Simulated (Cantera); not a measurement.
A closed system holds: 1 mol PbF₂, 140 mol N₂, equilibrated at 1.30 Pa.

Equilibrium computed with Cantera from the NASA thermochemical tables; the gas is ideal and each condensed phase is pure. Candidate condensed phases: Pb, PbF₂; 12 gas species. Kinetics and transport are ignored.

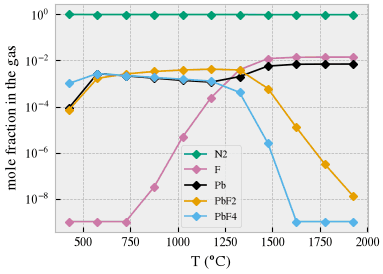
Equilibrium gas composition (values under 1e-9 drawn at 1e-9)

At 427 °C the condensed part is Pb(l) + PbF₂(s). From 577 °C to 1927 °C nothing is condensed. The main Pb-bearing gas is PbF₄ at 427 °C and Pb at 1927 °C.
